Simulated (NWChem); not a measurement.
# One shape, several levels: C2H5F3Si (SMILES C[SiH2]C(F)(F)F)

Aim: a comparison of 4 runs (HF/STO-3G, HF/3-21G, B3LYP/6-31G*) of C2H5F3Si. 

Program for the calculation: NWChem 7.3.0.

## (1) The molecule

The species is C2H5F3Si (11 atoms), meant as a singlet with charge 0. As SMILES, `C[SiH2]C(F)(F)F`. Geometry: relaxed at PBE0-D4/def2-TZVP.

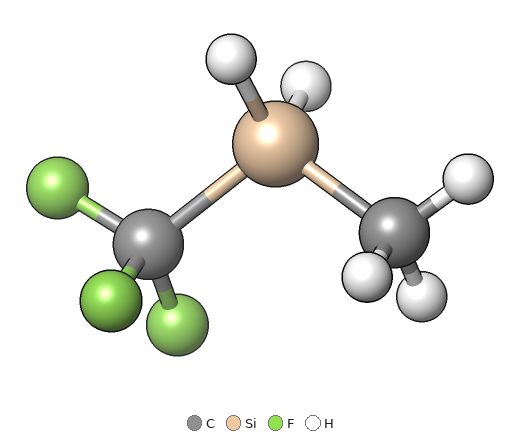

Viewed from a chosen angle; carbon grey, silicon light orange, fluorine green, hydrogen white.

## (2) Energy and forces at HF/STO-3G (run 1)

File c2h5f3si.nw:

```
start c2h5f3si
memory stack 880 mb heap 220 mb global 1100 mb

geometry noautosym nocenter noautoz
   C       -0.349500      -1.159800       1.051000
   Si       0.666700      -0.359100      -0.284500
   C       -0.163000       1.324600      -0.749800
   F       -1.425000       1.155800      -1.194800
   F        0.502600       1.984700      -1.713700
   F       -0.238600       2.156100       0.309500
   H        0.087500      -2.116600       1.345300
   H       -1.368000      -1.341900       0.702100
   H       -0.396700      -0.519400       1.934200
   H        2.043100      -0.027000       0.157400
   H        0.706200      -1.154300      -1.535900
end

basis spherical bse
   * library STO-3G
end

scf
   singlet
   rhf
   thresh 1e-08
   maxiter 80
   noprint "final vectors analysis"
end

task scf gradient
```

The run is started by

```
nwchem c2h5f3si.nw > c2h5f3si.out
```

Log:

```text
[...]
  functions       =    39
[...]
  wavefunction    = RHF
[...]
         Total SCF energy =   -657.470298519317
      One-electron energy =  -1573.915854241713
      Two-electron energy =    587.376499998670
 Nuclear repulsion energy =    329.069055723727
        Time for solution =      2.2s
[...]
                         RHF ENERGY GRADIENTS
    atom               coordinates                        gradient
                 x          y          z           x          y          z
   1 C      -0.660459  -2.191704   1.986102    0.000581   0.004038  -0.003227
   2 Si      1.259880  -0.678601  -0.537627   -0.031210   0.007588   0.019530
   3 C      -0.308025   2.503131  -1.416917   -0.014782   0.037183  -0.013068
   4 F      -2.692860   2.184145  -2.257845    0.040225   0.006191   0.014510
   5 F       0.949776   3.750539  -3.238423   -0.023991  -0.021282   0.033070
   6 F      -0.450889   4.074438   0.584870    0.001742  -0.026230  -0.034254
   7 H       0.165351  -3.999794   2.542248    0.004908  -0.007379   0.001071
   8 H      -2.585145  -2.535823   1.326777   -0.007648  -0.001012  -0.004107
   9 H      -0.749654  -0.981524   3.655108    0.000597   0.006001   0.006403
  10 H       3.860899  -0.051023   0.297443    0.029254   0.009652   0.008352
  11 H       1.334524  -2.181311  -2.902430    0.000323  -0.014749  -0.028279
[...]
```

It took 3.3 s on 1 thread of AMD EPYC 9R45 (Zen 5), shared host; peak memory 0.1 GiB.

## (3) Energy and forces at HF/3-21G (run 2)

File test.xyz:

```xyz
11

C     -0.349500    -1.159800     1.051000
Si     0.666700    -0.359100    -0.284500
C     -0.163000     1.324600    -0.749800
F     -1.425000     1.155800    -1.194800
F      0.502600     1.984700    -1.713700
F     -0.238600     2.156100     0.309500
H      0.087500    -2.116600     1.345300
H     -1.368000    -1.341900     0.702100
H     -0.396700    -0.519400     1.934200
H      2.043100    -0.027000     0.157400
H      0.706200    -1.154300    -1.535900
```

File run.py:

```python
from ase.io import read
from ase.calculators.nwchem import NWChem

molecule = read('test.xyz')

calc = NWChem(
    label='test',
    theory='scf',
    memory='2200 mb',
    basis='3-21G',
    basispar='spherical bse',
    scf={'nopen': '0', 'rhf': None, 'thresh': '1e-08', 'maxiter': '80'},
)
molecule.calc = calc

forces = molecule.get_forces()
print(f"energy = {molecule.get_potential_energy():.6f} eV")
print("forces (eV/A):")
for s, f in zip(molecule.symbols, forces):
    print(f"{s:2s} {f[0]:10.5f} {f[1]:10.5f} {f[2]:10.5f}")
print("dipole (e A):", molecule.get_dipole_moment().round(4))
```

The run is started by

```
export ASE_NWCHEM_COMMAND="nwchem PREFIX.nwi > PREFIX.nwo"
python run.py
```

Log:

```text
energy = -18023.099860 eV
forces (eV/A):
C    -0.52394   -0.43323    0.70479
Si    0.54836    0.31676   -0.64144
C     0.18995   -0.42243    0.13087
F    -0.69903   -0.24271   -0.24374
F     0.50646    0.29069   -0.59269
F     0.03224    0.37276    0.68217
H    -0.15031    0.21608   -0.02628
H     0.21700    0.01661    0.14948
H    -0.03584   -0.19859   -0.17324
H    -0.06058    0.02664   -0.01753
H    -0.02437    0.05739    0.02767
dipole (e A): [ 0.1606 -0.5837  0.2615]
```

The calculator wrote test.nwi:

```
title "test"

permanent_dir test

scratch_dir test

start test

geometry units angstrom nocenter noautosym noautoz
  C  -3.4949999999999998e-01 -1.1597999999999999e+00 1.0509999999999999e+00
  Si 6.6669999999999996e-01 -3.5909999999999997e-01 -2.8449999999999998e-01
  C  -1.6300000000000001e-01 1.3246000000000000e+00 -7.4980000000000002e-01
  F  -1.4250000000000000e+00 1.1557999999999999e+00 -1.1948000000000001e+00
  F  5.0260000000000005e-01 1.9846999999999999e+00 -1.7137000000000000e+00
  F  -2.3860000000000001e-01 2.1560999999999999e+00 3.0950000000000000e-01
  H  8.7499999999999994e-02 -2.1166000000000000e+00 1.3452999999999999e+00
  H  -1.3680000000000001e+00 -1.3419000000000001e+00 7.0209999999999995e-01
  H  -3.9670000000000000e-01 -5.1939999999999997e-01 1.9341999999999999e+00
  H  2.0430999999999999e+00 -2.7000000000000000e-02 1.5740000000000001e-01
  H  7.0620000000000005e-01 -1.1543000000000001e+00 -1.5359000000000000e+00
end

memory 2200 mb

basis spherical bse noprint
   * library 3-21G
end

scf
  nopen 0
  rhf
  thresh 1e-08
  maxiter 80
end

task scf gradient
```

test.nwo:

```text
Northwest Computational Chemistry Package (NWChem) 7.3.0
             --------------------------------------------------------

           Job information
           ---------------

    nwchem branch   = 7.3.0
    use scalapack   = T
    input           = test.nwi
    prefix          = test.
    data base       = test/test.db
    status          = startup
    nproc           =        1

           Memory information
           ------------------

    heap     =     72089598 doubles =      550.0 Mbytes
    stack    =     72089595 doubles =      550.0 Mbytes
    global   =    144179200 doubles =     1100.0 Mbytes (distinct from heap & stack)
    total    =    288358393 doubles =     2200.0 Mbytes
    verify   = yes
    hardfail = no

[... 142 lines left out ...]
 Convergence threshold     :          1.000E-08
[... 13 lines left out ...]
       Final RHF  results
[... 3 lines left out ...]
      One-electron energy =  -1574.505187974611
[... 1 line left out ...]
 Nuclear repulsion energy =    329.069055723727
[... 47 lines left out ...]
                       ROHF Final Molecular Orbital Analysis
[... 274 lines left out ...]
                         RHF ENERGY GRADIENTS

    atom               coordinates                        gradient
                 x          y          z           x          y          z
   1 C      -0.660459  -2.191704   1.986102    0.010189   0.008425  -0.013706
   2 Si      1.259880  -0.678601  -0.537627   -0.010664  -0.006160   0.012474
   3 C      -0.308025   2.503131  -1.416917   -0.003694   0.008215  -0.002545
[... 7 lines of this table left out ...]
  11 H       1.334524  -2.181311  -2.902430    0.000474  -0.001116  -0.000538

                 ----------------------------------------
                 |  Time  |  1-e(secs)   |  2-e(secs)   |
                 ----------------------------------------
                 |  CPU   |       0.00   |       0.41   |
                 ----------------------------------------
                 |  WALL  |       0.00   |       0.41   |
                 ----------------------------------------

 Task  times  cpu:        3.0s     wall:        3.0s
 Total times  cpu:        3.0s     wall:        3.0s
```

Wall time 3.9 s (1 thread of AMD EPYC 9R45 (Zen 5), shared host); peak memory 0.098 GiB.

Run 3 isn't shown in full; the table further down has it.

## (4) Energy and forces at B3LYP/6-31G(d) (Cartesian functions) (run 4)

File struct.nw:

```
start struct
title "C2H5F3Si"
memory 2200 mb

geometry units atomic noautosym nocenter noautoz
  C  -0.66045928 -2.19170436  1.98610216
  Si  1.25988041 -0.67860065 -0.53762708
  C  -0.30802536  2.50313122 -1.41691665
  F  -2.69285973  2.18414545 -2.25784477
  F   0.94977635  3.75053944 -3.23842366
  F  -0.45088865  4.07443850  0.58487024
  H   0.16535104 -3.99979432  2.54224856
  H  -2.58514534 -2.53582349  1.32677671
  H  -0.74965435 -0.98152375  3.65510827
  H   3.86089945 -0.05102261  0.29744289
  H   1.33452459 -2.18131087 -2.90243035
end

basis
  C library 6-31G*
  Si library 6-31G*
  F library 6-31G*
  H library 6-31G*
end

dft
  xc b3lyp
  grid fine
  convergence energy 1e-08
  iterations 100
  mulliken
end

task dft gradient
```

The run is started by

```
nwchem struct.nw > struct.out
```

Log:

```text
[...]
          Wavefunction type:  closed shell.
          No. of atoms     :    11
          No. of electrons :    58
[...]
          Charge           :     0
          Spin multiplicity:     1
[...]
          AO basis - number of functions:   104
[...]
              XC Information
              --------------
                         B3LYP Method XC Potential
                     Hartree-Fock (Exact) Exchange  0.200
                        Slater Exchange Functional  0.800 local
                    Becke 1988 Exchange Functional  0.720 non-local
              Lee-Yang-Parr Correlation Functional  0.810
                  VWN I RPA Correlation Functional  0.190 local
[...]
 d= 0,ls=0.0,diis     1   -668.0792966070 -9.97D+02  1.59D-02  1.60D+00     2.0
[...]
 d= 0,ls=0.0,diis    10   -668.2441617541 -8.42D-10  1.50D-07  6.16D-10    16.1
         Total DFT energy =     -668.244161754116
      One electron energy =    -1580.090815039249
           Coulomb energy =      647.889140188995
    Exchange-Corr. energy =      -65.111518738947
 Nuclear repulsion energy =      329.069031835085
[...]
  wavefunction    = closed shell
                         DFT ENERGY GRADIENTS
    atom               coordinates                        gradient
                 x          y          z           x          y          z
   1 C      -0.660459  -2.191704   1.986102    0.000847   0.002419  -0.002329
   2 Si      1.259880  -0.678601  -0.537627   -0.001547  -0.005863   0.005077
   3 C      -0.308025   2.503131  -1.416917   -0.003893   0.007629  -0.001995
   4 F      -2.692860   2.184145  -2.257845    0.010013   0.002773   0.003495
   5 F       0.949776   3.750539  -3.238424   -0.006505  -0.004440   0.008081
   6 F      -0.450889   4.074439   0.584870   -0.000108  -0.005743  -0.009317
   7 H       0.165351  -3.999794   2.542249   -0.000147   0.002075  -0.001260
   8 H      -2.585145  -2.535823   1.326777    0.002109   0.000562   0.000084
   9 H      -0.749654  -0.981524   3.655108    0.000486  -0.000788  -0.001932
  10 H       3.860899  -0.051023   0.297443   -0.000778   0.000564  -0.000147
  11 H       1.334525  -2.181311  -2.902430   -0.000478   0.000813   0.000243
[...]
```

It took 21 s on 1 thread of AMD EPYC 9R45 (Zen 5), shared host; peak memory 0.13 GiB.

## (5) All runs side by side

| run | level | iteration cap | module | energy (Eh) | dipole moment (D) | largest force (eV/Å) | wall time |
| --- | --- | --- | --- | --- | --- | --- | --- |
| 1 | HF/STO-3G | 80 | scf | -657.470299 | 2.18 | 2.369 | 3.3 s |
| 2 | HF/3-21G | 80 | scf | -662.336709 | 3.17 | 0.979 | 3.9 s |
| 3 | B3LYP/6-31G* (spherical functions) | 100 | dft | -668.238527 | 2.38 | 0.575 | 20 s |
| 4 | B3LYP/6-31G* (Cartesian functions) | 100 | dft | -668.244162 | 2.38 | 0.580 | 21 s |

## (6) Outcome

| quantity | value |
| --- | --- |
| run 4: total energy | -668.24416 Eh |
| run 4: dipole moment | 2.38 D |
| run 4: HOMO energy | -8.65 eV |
| run 4: LUMO energy | 0.74 eV |
| run 4: HOMO–LUMO gap | 9.39 eV |
| run 4: largest force on an atom | 0.580 eV/Å |

**Reading.** The dipole moment (its size) runs from 2.18 D (HF/STO-3G) to 3.17 D (HF/3-21G). Over runs 2, 3, 4 the HOMO–LUMO gap runs from 9.39 eV (B3LYP/6-31G*) to 17.18 eV (HF/3-21G). The two ends differ in method and basis. In run 1 the basis is minimal, so the values are rough. All runs together took 48 s, the longest 21 s.
